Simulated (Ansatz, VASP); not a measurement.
## Cross-check of Tc between VASP and Ansatz

Aim: how closely do two programs agree when they are given the same cell, functional and k mesh? The cell is taken from a series of runs on this material, whose earlier steps may have relaxed or scaled it; both programs get it as it stands.

Calculated with Ansatz 0.2.0; plane waves, with VASP 6.6.1 beside it; single point at PBE.

### 1. Set-up

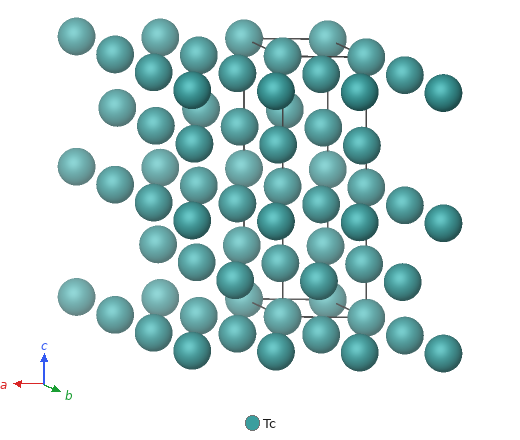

The cell as given, from a free direction (technetium teal). 3×3×1 cells are drawn. Some periodic images of atoms are drawn too.

Structure file:

```xyz
4
Lattice="2.7394 0.0000 0.0000 -1.3697 2.3724 0.0000 0.0000 0.0000 8.7697" Properties=species:S:1:pos:R:3 pbc="T T T"
Tc    1.3697    0.7908    6.5773
Tc    0.0000    0.0000    4.3848
Tc    0.0000    1.5816    2.1924
Tc    0.0000    0.0000    0.0000
```

### 2. VASP: single point, PBE

A single point gives forces, pressure and levels at one fixed geometry, so differences don't come from the geometry; what else differs is listed under the comparison.

Lines of VASP's logs that name or quote its potential files are left out, and so is its time.

Input file INCAR:

```
SYSTEM = Tc
PREC = Accurate
ENCUT = 400
EDIFF = 1E-06
NELM = 100
ISMEAR = -1
SIGMA = 0.05
LREAL = .FALSE.
ALGO = Normal
GGA = PE
NBANDS = 32
LASPH = .TRUE.
LORBIT = 11
LWAVE = .FALSE.
LCHARG = .FALSE.
KPAR = 2
ISIF = 2
```

Input file POSCAR:

```
Tc
1.0
    2.7393552909      0.0000000000      0.0000000000
   -1.3696776454      2.3723512719      0.0000000000
    0.0000000000      0.0000000000      8.7696844400
Tc
4
Direct
    0.6666666667      0.3333333333      0.7500000000
    0.0000000000      0.0000000000      0.5000000000
    0.3333333333      0.6666666667      0.2500000000
    0.0000000000      0.0000000000      0.0000000000
```

Input file KPOINTS:

```
Automatic mesh
0
Gamma
11 11 3
0 0 0
```

The projector-augmented-wave data sets are Tc_pv (PBE family, release 64).

Launch:

```console
mpirun -np 2 vasp_std
```

Numbers of over 12 decimals in the logs are rounded to 6 here.

Log:

```text
[banner, memory and clock lines left out]
running    2 mpi-ranks, on    1 nodes
 distrk:  each k-point on    1 cores,    2 groups
 distr:  one band on    1 cores,    1 groups

 POSCAR found type information on POSCAR Tc
 POSCAR found :  1 types and       4 ions
 LDA part: xc-table for (Slater+PW92), standard interpolation
 POSCAR, INCAR and KPOINTS ok, starting setup
 FFT: planning ... GRIDC
 FFT: planning ... GRID_SOFT
 FFT: planning ... GRID
 WAVECAR not read
 entering main loop
       N       E                     dE             d eps       ncg     rms          rms(c)
DAV:   1     0.626038463243E+03    0.62604E+03   -0.27647E+04  2272   0.138E+03
DAV:   2    -0.219249606331E+02   -0.64796E+03   -0.63337E+03  2304   0.460E+02
DAV:   3    -0.439549368458E+02   -0.22030E+02   -0.21541E+02  2760   0.941E+01
DAV:   4    -0.443082292487E+02   -0.35329E+00   -0.35285E+00  2136   0.114E+01
DAV:   5    -0.443156897098E+02   -0.74605E-02   -0.74598E-02  2568   0.141E+00    0.337E+01
DAV:   6    -0.417402854077E+02    0.25754E+01   -0.62964E+00  2216   0.185E+01    0.106E+01
DAV:   7    -0.414235353711E+02    0.31675E+00   -0.13697E+00  2472   0.768E+00    0.130E+00
DAV:   8    -0.414229705784E+02    0.56479E-03   -0.14752E-01  2656   0.357E+00    0.128E+00
DAV:   9    -0.414013562523E+02    0.21614E-01   -0.91878E-02  2712   0.262E+00    0.176E-01
DAV:  10    -0.414015640426E+02   -0.20779E-03   -0.27910E-03  2416   0.436E-01    0.342E-02
DAV:  11    -0.414015653302E+02   -0.12875E-05   -0.10942E-04  2464   0.851E-02    0.139E-02
DAV:  12    -0.414015615563E+02    0.37739E-05   -0.64095E-06  2208   0.224E-02    0.545E-03
DAV:  13    -0.414015583786E+02    0.31777E-05   -0.10138E-06  1128   0.110E-02    0.107E-03
DAV:  14    -0.414015577446E+02    0.63397E-06   -0.26272E-07  1064   0.423E-03
   1 F= -.41401558E+02 E0= -.41388674E+02  d E =-.257680E-01
```

OUTCAR, selected parts (step 2):

```text
ion  position               nearest neighbor table
   1  0.667  0.333  0.750-   2 2.70   4 2.70   2 2.70   4 2.70   2 2.70   4 2.70
   2  0.000  0.000  0.500-   1 2.70   3 2.70   3 2.70   1 2.70   1 2.70   3 2.70
   3  0.333  0.667  0.250-   2 2.70   4 2.70   2 2.70   4 2.70   2 2.70   4 2.70
   4  0.000  0.000  0.000-   1 2.70   3 2.70   3 2.70   1 2.70   1 2.70   3 2.70

  LATTYP: Found a hexagonal cell.
 ALAT       =     2.7393552909
 C/A-ratio  =     3.2013680259

 Subroutine GETGRP returns: Found 24 space group operations
 (whereof 12 operations were pure point group operations)

The static configuration has the point symmetry D_3d.
 The point group associated with its full space group is D_6h.

 Found     32 irreducible k-points:

   k-points           NKPTS =     32   k-points in BZ     NKDIM =     32   number of bands    NBANDS=     32

   dimension x,y,z NGX =    18 NGY =   18 NGZ =   60
   dimension x,y,z NGXF=    36 NGYF=   36 NGZF=  120

   ENCUT  =  400.0 eV  29.40 Ry    5.42 a.u.   4.47  4.47 14.30*2*pi/ulx,y,z

   NELECT =      52.0000    total number of electrons

 k-points in reciprocal lattice and weights: Automatic mesh
   0.00000000  0.00000000  0.00000000       0.003
   0.09090909  0.00000000  0.00000000       0.017
   0.18181818  0.00000000  0.00000000       0.017
   0.27272727  0.00000000  0.00000000       0.017
   0.36363636 -0.00000000  0.00000000       0.017
   0.45454545  0.00000000  0.00000000       0.017
   0.09090909  0.09090909  0.00000000       0.017
   0.18181818  0.09090909  0.00000000       0.033
   0.27272727  0.09090909  0.00000000       0.033
[...]
0.27272727  0.27272727  0.33333333       0.033
   0.36363636  0.27272727  0.33333333       0.033

 average (electrostatic) potential at core
       1 -66.9998       2 -66.9425       3 -66.9998       4 -66.9425

 E-fermi :  12.7838

 k-point     1 :       0.0000    0.0000    0.0000
  band No.  band energies     occupation
    ...
     23      11.2742      2.00000
     24      11.5234      2.00000
     25      11.5234      2.00000
     26      11.6353      2.00000
     27      11.6353      2.00000
     28      13.0587      0.00816
     29      13.0587      0.00816
     30      13.7746      0.00000
     31      13.7746      0.00000
     32      14.4260      0.00000

 k-point     2 :       0.0909    0.0000    0.0000
  band No.  band energies     occupation
    ...
     25      11.7798      2.00000
     26      11.8298      2.00000
     27      11.8695      2.00000
     28      12.5350      1.98629
     29      12.7632      1.20359
     30      13.3614      0.00002
     31      13.9264      0.00000
     32      14.2658      0.00000

 k-point     3 :       0.1818    0.0000    0.0000
  band No.  band energies     occupation
    ...
     26      12.3669      1.99952
     27      12.3967      1.99913
     28      12.4968      1.99359
     29      12.5539      1.98006
     30      12.5570      1.97882
     31      14.0912      0.00000
     32      14.5382      0.00000

  Total        0.6625460      0.6625460      1.3284583      0.0000000      0.0000000      0.0000000
  in kB       18.6258150     18.6258150     37.3462648      0.0000000      0.0000000      0.0000000
  external PRESSURE =      24.8659650 kB  Pullay stress =       0.0000000 kB

  energy-cutoff  :      400.00
  volume of cell :       56.99
      direct lattice vectors                 reciprocal lattice vectors
     2.739355291  0.000000000  0.000000000     0.365049398  0.210761368  0.000000000
    -1.369677645  2.372351272  0.000000000     0.000000000  0.421522736  0.000000000
     0.000000000  0.000000000  8.769684440     0.000000000  0.000000000  0.114029188

 POSITION                                       TOTAL-FORCE (eV/Angst)
 -----------------------------------------------------------------------------------
      1.36968      0.79078      6.57726         0.000000     -0.000000      0.000000
      0.00000      0.00000      4.38484        -0.000000      0.000000      0.000000
     -0.00000      1.58157      2.19242        -0.000000      0.000000     -0.000000
      0.00000      0.00000      0.00000        -0.000000      0.000000      0.000000
 -----------------------------------------------------------------------------------
    total drift:                                0.000000     -0.000000      0.000000

  FREE ENERGIE OF THE ION-ELECTRON SYSTEM (eV)
  ---------------------------------------------------
  free  energy   TOTEN  =       -41.4015577446 eV

  energy  without entropy=      -41.3757897628  energy(sigma->0) =      -41.38867375

 total charge
# of ion       s       p       d       tot
------------------------------------------
    1        0.483   6.500   5.107  12.089
    2        0.480   6.499   5.136  12.115
    3        0.483   6.500   5.107  12.089
    4        0.480   6.499   5.136  12.115
--------------------------------------------------
tot          1.926  25.997  20.485  48.408

[... 3 further parts left out ...]
```

The run ends at a pressure of 2.49 GPa.

### 3. Ansatz: single point, PBE

Ansatz runs on its default PAW (the set named soft_2) files.

The same cell, functional, mesh and smearing now go to Ansatz, which takes its cutoff from its data sets.

Input file input.yaml:

```yaml
crystal:
  lattice:
    - [2.7393552909, 0.0, 0.0]
    - [-1.3696776454, 2.3723512719, 0.0]
    - [0.0, 0.0, 8.76968444]
  atoms:
    - { symbol: Tc, position: [0.6666666667, 0.3333333333, 0.75] }
    - { symbol: Tc, position: [0.0, 0.0, 0.5] }
    - { symbol: Tc, position: [0.3333333333, 0.6666666667, 0.25] }
    - { symbol: Tc, position: [0.0, 0.0, 0.0] }
hamiltonian:
  xc: pbe
  pseudopotentials: { kind: paw }
kpoints:
  mp_grid: { grid: [11, 11, 3] }
scf:
  occupations: { method: fermi_dirac, width: 0.05 }
  n_extra_bands: 5
output:
  forces: true
  stress: true
  eigenvalues: true
```

Launch:

```console
ansatz run input.yaml --threads 2 --pin off --max-ram 4608MiB --backend cpu --events-out ev --progress --plain --runs-dir out
```

Log:

```text
scf.n_extra_bands = 5 over 30 filled bands (N_el = 60.0): the run solves 35 bands
Engine: ansatz 0.2.0, aarch64-unknown-linux-gnu
Pseudopotentials: kind: paw
Pseudopotential: Tc, paw, valence charge 15, recommended cutoff 500 eV (normal), Tc.paw.azcp
Functional definition: PBE
  parameter kappa = 0.804
  parameter beta = 0.066725
  exchange = pbe_x(kappa = kappa, mu = beta*pi^2/3)
  correlation = pbe_c(beta = beta)
Crystal: 4 atoms, lattice volume = 56.992 Å³
Basis set: ecut = 500 eV, 1399 PW (Γ), exchange–correlation on 40×40×128 points (8 copies of the dense FFT grid, shifted against one another)
Bands: 35, of which v1, the nominal top of the filled ones, is band 30 counted from 1 (29 counted from 0)
Symmetry: 24 space group operations
Space group: P63/mmc (ITA 194), of the structure as read, at distance tolerance 3.8e-5 Å
k-points: 32 of 363
Non-local potential: Tc, projectors of the file, l = 0: 3, l = 1: 3, l = 2: 2, l = 3: 2
PAW form: soft (Blöchl's): semilocal exchange-correlation on the pseudo side does not see the compensation charge
PAW one-centre angular grid: Tc, 590 points (default); XC on 64 Gauss nodes
Initial density: superposition of atomic densities (chi_scale 0.1, normalization cell)
Initial wavefunctions: pseudopotential atomic-orbital guess
Functional: x = pbe(κ = 0.804, μ = 0.219515), c = pbe(β = 0.066725)
SCF iter   1: F=—  HF=-21592.790035 eV  |F-HF|=—  |Δ(HF+E_count)|=         —  Δρ=5.70e-2  dr2=1.74e0  ethr=3.10e-3  ⟨swp⟩=4.8  Hψ=3681  notcnv=0
preconditioner: auto → Kerker (q_TF=auto, 2.752 Å⁻¹)  [metal: Δε(μ)=0.100 eV  Ē_g=4.504 eV  σ=0.050 eV  W_gap=0.44  n_scr=24 (ndim 8)  ℏωp=26.0 eV  f_vac=0.000  D(μ)=2.16/eV (n_scr^D=6)]
SCF iter   2: F=—  HF=-21592.297174 eV  |F-HF|=—  |Δ(HF+E_count)|=   4.93e-1  Δρ=2.75e-2  dr2=3.86e-1  ethr=2.90e-3  ⟨swp⟩=2.9  Hψ=2128  notcnv=0  defer=3
SCF iter   3: F=—  HF=-21592.175831 eV  |F-HF|=—  |Δ(HF+E_count)|=   1.21e-1  Δρ=4.57e-3  dr2=5.42e-3  ethr=6.44e-4  ⟨swp⟩=3.0  Hψ=2230  notcnv=0  defer=3
SCF iter   4: F=—  HF=-21592.175740 eV  |F-HF|=—  |Δ(HF+E_count)|=   9.08e-5  Δρ=5.45e-4  dr2=1.29e-4  ethr=9.04e-6  ⟨swp⟩=1.0  Hψ=1181  notcnv=0  defer=3
SCF iter   5: F=—  HF=-21592.175728 eV  |F-HF|=—  |Δ(HF+E_count)|=   1.21e-5  Δρ=1.15e-4  dr2=6.91e-6  ethr=2.16e-7  ⟨swp⟩=2.2  Hψ=1696  notcnv=0  defer=3
SCF iter   6: F=—  HF=-21592.175732 eV  |F-HF|=—  |Δ(HF+E_count)|=   3.34e-6  Δρ=2.29e-5  dr2=3.19e-7  ethr=1.15e-8  ⟨swp⟩=2.0  Hψ=1567  notcnv=0  defer=3
SCF iter   7: F=-21592.175732 eV  HF=-21592.175732 eV  |F-HF|=1.97e-8  |Δ(HF+E_count)|=   4.51e-8  Δρ=6.33e-6  dr2=2.92e-8  ethr=1.67e-10  ⟨swp⟩=4.6  Hψ=3728  notcnv=0
SCF 1 converged in 7 iterations: F = -21592.175732 eV  dr2 = 2.92e-8
  greatest PAW one-centre occupation: 0.990 electrons in one spin orbital (limit 2), on the Tc atom at site 2 (counted from 0), in its partial waves of l = 0
SCF converged after 7 iterations
Free energy (F): -21592.175732 eV
Harris-Foulkes:  -21592.175732 eV  (|F-HF|=1.97e-8)
Internal energy: -21592.149945 eV  (E = F + TS)
E sigma→0 (E₀):  -21592.162838 eV
Entropy (-TS):   -0.025787 eV (-6.447 meV/atom)
Fermi energy:    22.536347 eV
--- Per-component energies (eV) ---
  E_band       = -187.813304
  E_kinetic    = 2495.839826
  E_local      = -4716.337604  (includes V_loc(G=0)·N_el)
  E_nonlocal   = 1144.434537
  E_hartree    = 1275.363903
  E_xc         = -958.882246
  E_vxc        = -1181.067249  (∫ρ·V_xc dr)
  E_paw        = -13113.123432  (= ΣΔE_a)
  E_vpaw       = -481.406728  (= ΣTr[D̂ρ^β])
  E_aug_tail   = -0.000118  (compensation charges beyond the density's cutoff)
  E_ewald      = -7719.444811
  E_smearing   = -0.025787  (= −TS)
  E_closure    = 0.000000  (closes the sum)
  Σ components = -21592.175732   (vs F -21592.175732, Δ=0.00e0)
--- Forces (eV/Å), atoms counted from 1 ---
  atom   1  Tc    -0.00000000    -0.00000000     0.00000000
  atom   2  Tc    -0.00000000    -0.00000000     0.00000000
  atom   3  Tc     0.00000000     0.00000000    -0.00000000
  atom   4  Tc    -0.00000000     0.00000000    -0.00000000
  max |Σ_I F_I| component: 2.31e-18 eV/Å
--- Stress (GPa, compression-positive) ---
        3.662551       0.000000       0.000000
        0.000000       3.662551      -0.000000
        0.000000      -0.000000       5.589418
  P = ⅓ Tr σ = 4.3048 GPa (43.048 kbar)
--- Band table (eV; the first three rows and the last of 32) ---
  k-point 0: bands = [... 26 lower, 21.0240, 21.2721, 21.2721, 21.3863, 21.3863, 22.8113, 22.8113, 23.5285, ... 1 higher]
  k-point 1: bands = [... 26 lower, 21.1029, 21.1029, 21.1896, 21.1896, 21.7021, 23.0625, 23.0625, 23.3354, ... 1 higher]
  k-point 2: bands = [... 26 lower, 20.8790, 21.4477, 21.5288, 21.5810, 21.6209, 22.2873, 22.5155, 23.1156, ... 1 higher]
  k-point 31: bands = [... 26 lower, 20.7297, 21.0713, 22.2886, 22.4521, 23.3943, 23.6463, 24.8456, 25.0737, ... 1 higher]
```

The column dr2 measures how far the density is from self-consistency, as an energy; F and HF (Harris–Foulkes) agree once it is small.

The run ends at a pressure of 4.30 GPa.

### 4. Comparison

Known differences besides the PAW data sets themselves: the data sets hold 60 valence electrons in Ansatz (default PAW (the set named soft_2) files) and 52 in VASP; the cutoff is 500 eV in Ansatz and 400 eV in VASP. Total energies have different zeros and are not compared.

Both answers:

```csv
quantity,Ansatz,VASP,difference
pressure (GPa),4.30,2.49,+1.82
```

### 5. What moves the difference

The difference is large enough to ask for its cause, so further runs change the set-up of one program at a time, as the table lists.

```csv
run,difference in pressure (GPa)
as above,1.8
VASP with the data sets Tc_sv_GW and a cutoff of 570 eV,1.3
```

### 6. Summary of results

```
difference in pressure (single point, PBE) : 1.8 GPa
```

What this shows: The difference in pressure is 1.8 GPa (single point, PBE), beyond the 1 GPa picked in this series as the mark of a large difference. For single point, PBE: no further run halves the difference in pressure. Differences of this kind measure data sets and numerical settings, not the functional's error against experiment.

[Lines on the potential files, build, host, timing and source positions are cut from VASP's logs without a mark.]

[Logs are printed without paths, hosts, clocks, repeated set-up lines and the standing remarks that a program may print on its own settings, such as how far it seeks lower states.]

[Hosts, paths, dates, database ids (printed as entryN), source tags and the programs' standing remarks are cut or masked in the printed files.]
